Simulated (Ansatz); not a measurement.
# One shape, several levels: CH6ClNSi (SMILES C[SiH](N)Cl)

Wanted: a comparison of 6 runs (HF/STO-3G, HF/6-31G*, BHLYP/6-31G*, CAM-B3LYP/6-31G*, RPA@PBE/6-31G*, BCCD(T)/6-31G*) of CH6ClNSi. 

Program for the calculation: Ansatz 0.2.0.

128 further runs of the same task are left out: 128 set aside as unsound or not needed.

### Step 1. The structure to begin with

The species is CH6ClNSi (10 atoms), meant as a singlet with charge 0. SMILES: `C[SiH](N)Cl`. One bond was lengthened or shortened from a relaxed shape.

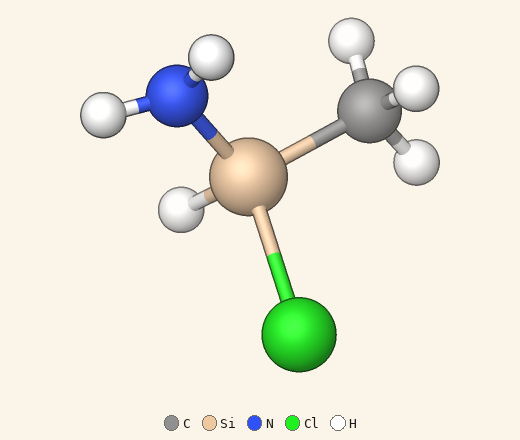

Viewed from a chosen angle; carbon grey, silicon light orange, nitrogen blue, chlorine green, hydrogen white.

### Step 2. The energy at HF/STO-3G (run 1)

input.yaml

```yaml
crystal:
  periodic: [false, false, false]
  atoms:
    - symbol: C
      position_ang: [-1.021887, 1.073549, -0.155457]
    - symbol: Si
      position_ang: [-0.153187, -0.524351, 0.200743]
    - symbol: N
      position_ang: [1.103213, -0.265951, 1.324943]
    - symbol: Cl
      position_ang: [0.594900, -1.392500, -1.900800]
    - symbol: H
      position_ang: [-1.817587, 0.922749, -0.887457]
    - symbol: H
      position_ang: [-1.457087, 1.482949, 0.759143]
    - symbol: H
      position_ang: [-0.324487, 1.807549, -0.567257]
    - symbol: H
      position_ang: [-1.034087, -1.576251, 0.756743]
    - symbol: H
      position_ang: [1.749913, 0.495849, 1.191743]
    - symbol: H
      position_ang: [1.565113, -1.055451, 1.747943]
basis:
  gaussian:
    orbitals: STO-3G
hamiltonian:
  xc: hf
accuracy: high
output: {orbitals: {seedname: orbitals}}
```

Started as:

```console
ansatz run input.yaml --threads 1 --pin off --max-ram 3480MiB --events-out events.jsonl --progress --plain --runs-dir runs
```

Standard output:

```text
Warning: RAYON_NUM_THREADS=1 ignored (pool sized by the plan → 1); use --threads N
Functional definition: HF
  name "HF"
  exchange = exact_x
  correlation = 0
691 factors; integrals over basis functions are off by at most 9.0e-9 eV
mean field evaluation 1: about -22716.7980 eV, gradient 1.8e1 eV
mean field evaluation 2: about -22716.8958 eV, gradient 1.8e1 eV
mean field evaluation 4: about -22718.6209 eV, gradient 1.4e0 eV
mean field evaluation 8: about -22718.6283 eV, gradient 3.8e-2 eV
mean field -22718.62835103 eV, -834.8941926608 hartree, gradient 2.4e-8 eV, S^2 0.000000; 0 other end points of the search recorded, 0 dependent functions left out
reference -22718.62835103 eV, -834.8941926608 hartree; 25, 25 occupied and 9, 9 virtual orbitals, 691 factors
Total energy: -22718.62835103 eV, -834.8941926608 hartree
```

Wall time 0.32 s (1 thread of Arm Neoverse V2, shared host).

### Step 3. A single-point energy at HF/6-31G(d) (spherical functions) (run 2)

in.yaml

```yaml
basis:
  gaussian:
    orbitals: 6-31G_st_-spherical.json
crystal:
  periodic: [false, false, false]
  atoms:
    - {symbol: C, position_ang: [-1.021887, 1.073549, -0.155457]}
    - {symbol: Si, position_ang: [-0.153187, -0.524351, 0.200743]}
    - {symbol: "N", position_ang: [1.103213, -0.265951, 1.324943]}
    - {symbol: Cl, position_ang: [0.594900, -1.392500, -1.900800]}
    - {symbol: H, position_ang: [-1.817587, 0.922749, -0.887457]}
    - {symbol: H, position_ang: [-1.457087, 1.482949, 0.759143]}
    - {symbol: H, position_ang: [-0.324487, 1.807549, -0.567257]}
    - {symbol: H, position_ang: [-1.034087, -1.576251, 0.756743]}
    - {symbol: H, position_ang: [1.749913, 0.495849, 1.191743]}
    - {symbol: H, position_ang: [1.565113, -1.055451, 1.747943]}
hamiltonian:
  xc: hf
accuracy: high
output: {orbitals: {seedname: orbitals}}
```

The basis set 6-31G* is read from a file made from the Basis Set Exchange's data (not shown).

Started as:

```console
ansatz run in.yaml --threads 1 --pin off --max-ram 3480MiB --events-out events.jsonl --progress --plain --runs-dir runs
```

Standard output:

```text
Warning: RAYON_NUM_THREADS=1 ignored (pool sized by the plan → 1); use --threads N
[... 4 set-up lines as earlier in the session ...]
1767 factors; integrals over basis functions are off by at most 6.4e-9 eV
mean field evaluation 1: about -22971.2346 eV, gradient 3.2e1 eV
mean field evaluation 2: about -22971.3151 eV, gradient 3.2e1 eV
mean field evaluation 4: about -22973.9852 eV, gradient 3.0e0 eV
mean field evaluation 8: about -22974.0187 eV, gradient 8.9e-5 eV
mean field -22974.01869431 eV, -844.2796146666 hartree, gradient 4.1e-8 eV, S^2 0.000000; 0 other end points of the search recorded, 0 dependent functions left out
reference -22974.01869431 eV, -844.2796146666 hartree; 25, 25 occupied and 51, 51 virtual orbitals, 1767 factors
Total energy: -22974.01869431 eV, -844.2796146666 hartree
```

Run time: 2 s. Hardware: 1 thread of Arm Neoverse V2, shared host; peak memory 0.2 GiB.

Runs 3 to 5 aren't shown in full; the table further down has their settings and results.

### Step 4. The energy at BCCD(T)/6-31G(d) (spherical functions) (run 6)

run.yaml

```yaml
crystal:
  periodic: [false, false, false]
  atoms:
    - {symbol: C, position_ang: [-1.021887, 1.073549, -0.155457]}
    - {symbol: Si, position_ang: [-0.153187, -0.524351, 0.200743]}
    - {symbol: "N", position_ang: [1.103213, -0.265951, 1.324943]}
    - {symbol: Cl, position_ang: [0.594900, -1.392500, -1.900800]}
    - {symbol: H, position_ang: [-1.817587, 0.922749, -0.887457]}
    - {symbol: H, position_ang: [-1.457087, 1.482949, 0.759143]}
    - {symbol: H, position_ang: [-0.324487, 1.807549, -0.567257]}
    - {symbol: H, position_ang: [-1.034087, -1.576251, 0.756743]}
    - {symbol: H, position_ang: [1.749913, 0.495849, 1.191743]}
    - {symbol: H, position_ang: [1.565113, -1.055451, 1.747943]}
basis:
  gaussian:
    orbitals: 6-31G_st_-spherical.json
correlation:
  method: bccd_t
  frozen_orbitals: {C: 1, Cl: 5, H: 0, "N": 1, Si: 5}
accuracy: high
scf:
  omitted_lower_state_checks: [cluster_reference, increment]
```

The basis set 6-31G* is read from a file made from the Basis Set Exchange's data (not shown).

Started as:

```console
ansatz run run.yaml --threads 1 --pin off --max-ram 3480MiB --events-out events.jsonl --progress --plain --runs-dir runs
```

Standard output:

```text
Warning: RAYON_NUM_THREADS=1 ignored (pool sized by the plan → 1); use --threads N
[... 4 set-up lines as earlier in the session ...]
these checks for a lower state are left out or cut short: cluster_reference, increment
1767 factors; integrals over basis functions are off by at most 6.4e-9 eV
mean field evaluation 1: about -22971.2346 eV, gradient 3.2e1 eV
mean field evaluation 2: about -22971.3151 eV, gradient 3.2e1 eV
mean field evaluation 4: about -22973.9852 eV, gradient 3.0e0 eV
mean field evaluation 8: about -22974.0187 eV, gradient 8.9e-5 eV
mean field -22974.01869431 eV, -844.2796146666 hartree, gradient 4.1e-8 eV, S^2 0.000000; 0 other end points of the search recorded, 0 dependent functions left out
12 core orbitals not correlated: weight in the atoms' cores, before any rotation towards them, 1.000 or more for the frozen orbitals, at most 0.000 for the correlated occupied ones
reference -22974.01869431 eV, -844.2796146666 hartree; 13, 13 occupied and 51, 51 virtual orbitals, 1767 factors
second order -13.55726974 eV of doubles, -0.00000000 eV of singles
cycle   1  -14.45337533 eV  change   -9.0e-1 eV  update   8.2e-2
cycle   2  -14.79596527 eV  change   -3.4e-1 eV  update   2.5e-2
cycle   3  -14.86901008 eV  change   -7.3e-2 eV  update   1.1e-2
cycle   4  -14.86703146 eV  change    2.0e-3 eV  update   2.6e-3
cycle   5  -14.86581811 eV  change    1.2e-3 eV  update   1.0e-3
cycle   6  -14.86552218 eV  change    3.0e-4 eV  update   3.3e-4
cycle   7  -14.86549424 eV  change    2.8e-5 eV  update   1.2e-4
cycle   8  -14.86548116 eV  change    1.3e-5 eV  update   3.4e-5
cycle   9  -14.86547499 eV  change    6.2e-6 eV  update   1.4e-5
cycle  10  -14.86547095 eV  change    4.0e-6 eV  update   4.1e-6
cycle  11  -14.86547160 eV  change   -6.5e-7 eV  update   1.8e-6
cycle  12  -14.86547230 eV  change   -7.0e-7 eV  update   5.9e-7
cycle  13  -14.86547292 eV  change   -6.2e-7 eV  update   2.0e-7
cycle  14  -14.86547290 eV  change    2.0e-8 eV  update   8.4e-8
cycle  15  -14.86547289 eV  change    2.8e-9 eV  update   4.1e-8
cycle  16  -14.86547289 eV  change    6.6e-9 eV  update   2.8e-8
cycle  17  -14.86547275 eV  change    1.3e-7 eV  update   1.2e-7
cycle  18  -14.86547274 eV  change    1.3e-8 eV  update   2.6e-8
cycle  19  -14.86547274 eV  change    3.4e-9 eV  update   6.7e-9
cycle  20  -14.86547274 eV  change    1.1e-9 eV  update   2.4e-9
perturbative correction -0.38031329 eV, -0.0139762555 hartree
Total energy: -22989.26448033 eV, -844.8398869690 hartree
Checks for a lower state left out: cluster_reference, increment
```

Run time: 14 s. Hardware: 1 thread of Arm Neoverse V2, shared host; peak memory 0.44 GiB.

### Step 5. Overview of the runs

```
run                                   level  frozen core orbitals  energy (Eh)  HOMO energy (eV)  LUMO energy (eV)  HOMO–LUMO gap (eV)  wall time
  1                               HF/STO-3G                     –  -834.894193             -8.72              6.78               15.50     0.32 s
  2         HF/6-31G* (spherical functions)                     –  -844.279615            -11.23              3.76               14.99        2 s
  3      BHLYP/6-31G* (spherical functions)                     –  -846.134208             -9.09              1.12               10.21      7.2 s
  4  CAM-B3LYP/6-31G* (spherical functions)                     –  -846.157009             -9.14              1.23               10.38      8.1 s
  5    RPA@PBE/6-31G* (spherical functions)                    12  -845.074093                 –                 –                   –      9.6 s
  6    BCCD(T)/6-31G* (spherical functions)                    12  -844.839887                 –                 –                   –       14 s
```

### Step 6. What came out

| quantity | value |
| --- | --- |
| run 6: total energy | -844.83989 Eh |
| run 6: correlation energy (12 core orbitals frozen) | -560.3 mEh |
| run 6: (T) correction | -13.98 mEh |

Over runs 1, 2, 3, 4 the HOMO–LUMO gap runs from 10.21 eV (BHLYP/6-31G*) to 15.50 eV (HF/STO-3G). The two ends differ in method and basis. Totals of different functionals can't be ranked against each other. In run 1 the basis is minimal, so the values are rough. All runs together took 41 s, the longest 14 s.
